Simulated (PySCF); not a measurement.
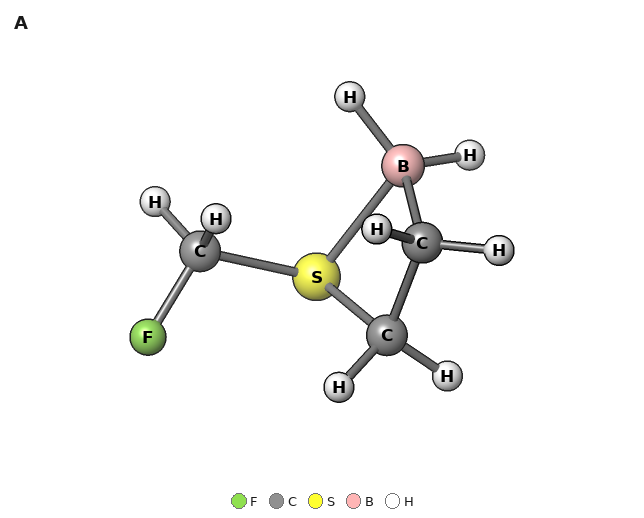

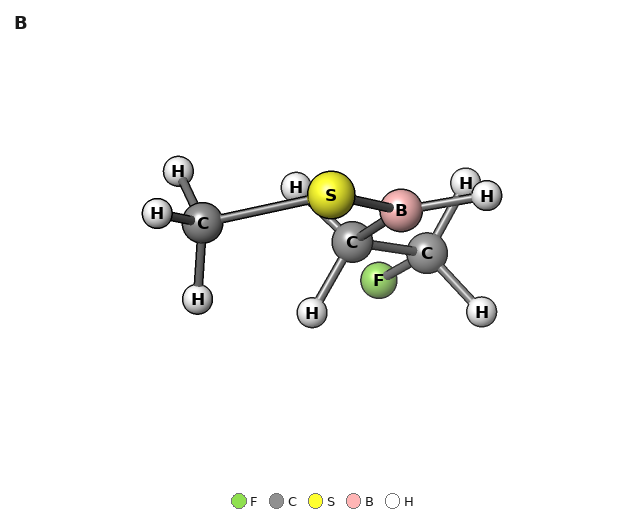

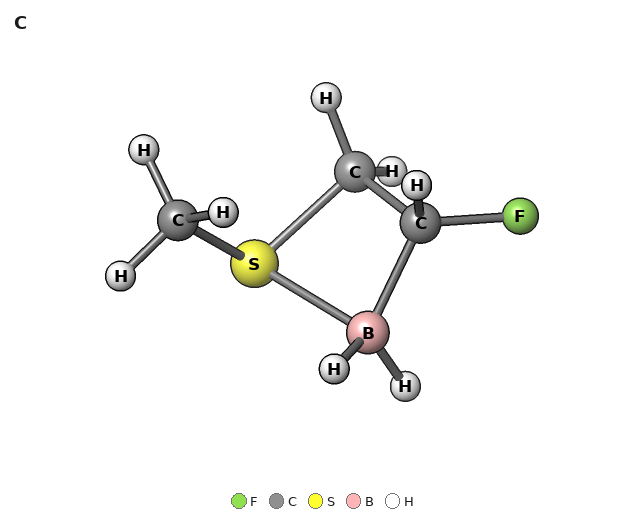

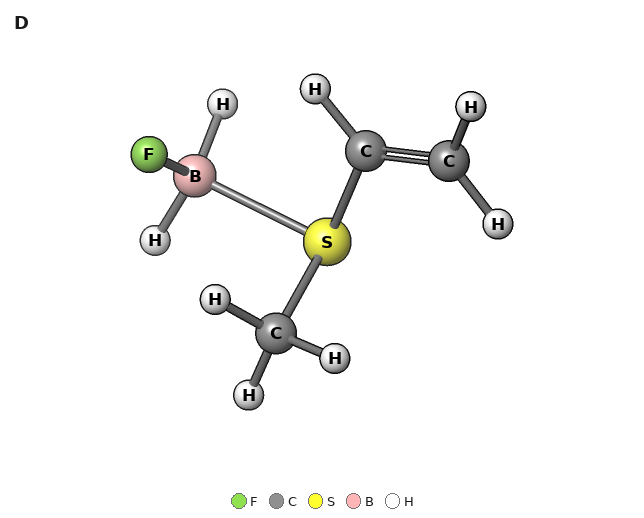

4 stationary structures of one formula. Geometries: GFN2-xTB. Electronic energies: CAM-B3LYP/def2-SVPD (PySCF 2.14.0), without zero-point energy. No frequency run is at hand to confirm each as a minimum. Each is one conformer, not always the lowest.

**Which is lowest in energy, and by how much?**

B is lowest; D lies 10.8 kcal/mol above it, C lies 34.2 kcal/mol above it, A lies 37.8 kcal/mol above it. A is `FC[S@@+]1[BH2-]CC1`, B is `CSBCCF`, C is `C[S@+]1[BH2-][C@@H](F)C1`, D is `C=C[S@@+](C)[BH2-]F`.

The geometry is semi-empirical. Around B such bond lengths and angles can be off by a tenth of an ångström or more and by several degrees, and values that hang on the shape move with them.
